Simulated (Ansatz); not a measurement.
**CCSD(T)/def2-SVP run of Al2Si2H6 (SMILES [SiH3][Al]1[AlH][SiH2]1)**

What is the electronic atomisation energy of Al2Si2H6 at CCSD(T)/def2-SVP? 

The results are computed with Ansatz 0.2.0.

44 further runs of the same task are left out: 44 set aside as unsound or not needed. Runs told in other sessions of the task aren't counted.

## 1. The molecule

Al2Si2H6: 10 atoms, total charge 0, spin state singlet. As SMILES, `[SiH3][Al]1[AlH][SiH2]1`. The coordinates come from a PBE0-D4/def2-TZVP relaxation.

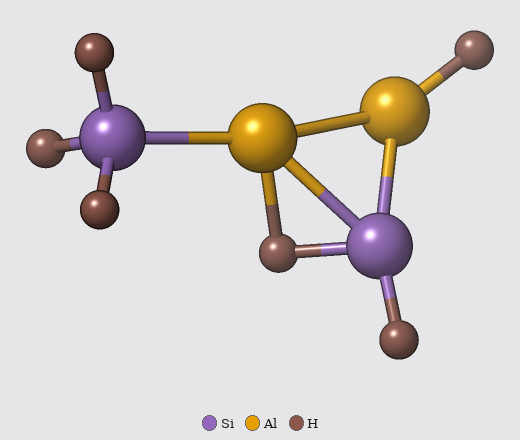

The structure, seen from a chosen angle (silicon purple, aluminium amber, hydrogen brown).

## 2. A single-point energy at CCSD(T)/def2-SVP

molecule.yaml

```yaml
crystal:
  periodic: [false, false, false]
  atoms:
    - {symbol: Si, position_ang: [-1.426500, 1.264600, -1.412100]}
    - {symbol: Al, position_ang: [-0.140100, -0.429800, -0.177000]}
    - {symbol: Al, position_ang: [0.542000, -2.376000, 1.198900]}
    - {symbol: Si, position_ang: [1.875500, -0.449300, 1.195500]}
    - {symbol: H, position_ang: [-1.958600, 0.687200, -2.679200]}
    - {symbol: H, position_ang: [-2.589700, 1.742300, -0.611500]}
    - {symbol: H, position_ang: [-0.589800, 2.446700, -1.761500]}
    - {symbol: H, position_ang: [0.798300, -3.933700, 1.336500]}
    - {symbol: H, position_ang: [0.619900, 0.509800, 1.257200]}
    - {symbol: H, position_ang: [2.952200, 0.487100, 1.656400]}
basis:
  gaussian:
    orbitals: def2-SVP
scf:
  omitted_lower_state_checks: [cluster_reference, increment]
correlation:
  method: ccsd_t
  frozen_orbitals: {Al: 5, H: 0, Si: 5}
accuracy: high
```

The run is started by

```sh
$ ansatz run molecule.yaml --threads 1 --pin off --max-ram 2610MiB --events-out events.jsonl --progress --plain --runs-dir runs
```

Standard output:

```text
Warning: RAYON_NUM_THREADS=1 ignored (pool sized by the plan → 1); use --threads N
[... 11 lines left out ...]
20 core orbitals not correlated: weight in the atoms' cores, before any rotation towards them, 1.000 or more for the frozen orbitals, at most 0.000 for the correlated occupied ones
[... 28 lines left out ...]
Total energy: -28985.29484797 eV, -1065.1899387244 hartree
Checks for a lower state left out: cluster_reference, increment
```

Wall time 8.1 s (1 thread of AMD EPYC 9R45 (Zen 5), shared host); peak memory 0.57 GiB.

## 3. The Al atom

in.yaml

```yaml
crystal:
  periodic: [false, false, false]
  atoms:
    - {symbol: Al, position_ang: [0.000000, 0.000000, 0.000000]}
basis:
  gaussian:
    orbitals: def2-SVP
magnetization:
  spin_polarized: true
  initial_magnetization: 1
correlation:
  method: ccsd_t
  frozen_orbitals: {Al: 5}
accuracy: high
scf:
  omitted_lower_state_checks: [cluster_reference, increment]
```

Run the same way, it converges to -241.83347 Eh (log not shown).

## 4. The H atom: a single-point energy at UHF/def2-SVP

molecule.yaml

```yaml
crystal:
  periodic: [false, false, false]
  atoms:
    - {symbol: H, position_ang: [0.000000, 0.000000, 0.000000]}
basis:
  gaussian:
    orbitals: def2-SVP
magnetization:
  spin_polarized: true
  initial_magnetization: 1
hamiltonian:
  xc: hf
accuracy: high
```

Run the same way, it converges to -0.49928 Eh (log not shown).

## 5. The Si atom

molecule.yaml

```yaml
basis:
  gaussian: {orbitals: def2-SVP}
crystal:
  periodic: [false, false, false]
  atoms:
    - symbol: Si
      position_ang: [0.000000, 0.000000, 0.000000]
magnetization: {spin_polarized: true, initial_magnetization: 2}
correlation: {method: ccsd_t, frozen_orbitals: {Si: 5}}
accuracy: high
scf: {omitted_lower_state_checks: [cluster_reference, increment]}
```

Run the same way, it converges to -288.81556 Eh (log not shown).

## 6. What came out

At CCSD(T)/def2-SVP, 20 core orbitals frozen:

```
                                              quantity           value
                                molecule: total energy  -1065.18994 Eh
molecule: correlation energy (20 core orbitals frozen)      -408.4 mEh
                              molecule: (T) correction      -15.64 mEh
                               molecule: T1 diagnostic           0.017
                                 Al atom: total energy   -241.83347 Eh
  Al atom: correlation energy (5 core orbitals frozen)       -44.1 mEh
                               Al atom: (T) correction       -0.58 mEh
            Al atom: ⟨S²⟩ of the reference determinant           0.758
                                Al atom: T1 diagnostic           0.013
                                  H atom: total energy     -0.49928 Eh
                                          H atom: ⟨S²⟩           0.750
                                 Si atom: total energy   -288.81556 Eh
  Si atom: correlation energy (5 core orbitals frozen)       -62.4 mEh
                               Si atom: (T) correction       -0.98 mEh
            Si atom: ⟨S²⟩ of the reference determinant           2.009
                                Si atom: T1 diagnostic           0.010
                         electronic atomisation energy       24.387 eV
```

Taking the molecule apart into free atoms costs 24.39 eV (2353 kJ/mol), before zero-point energy and without spin-orbit coupling. The triples (molecule) make up 3.8 % of the correlation energy. The triples (Al atom) make up 1.3 % of the correlation energy. The triples (Si atom) make up 1.6 % of the correlation energy.
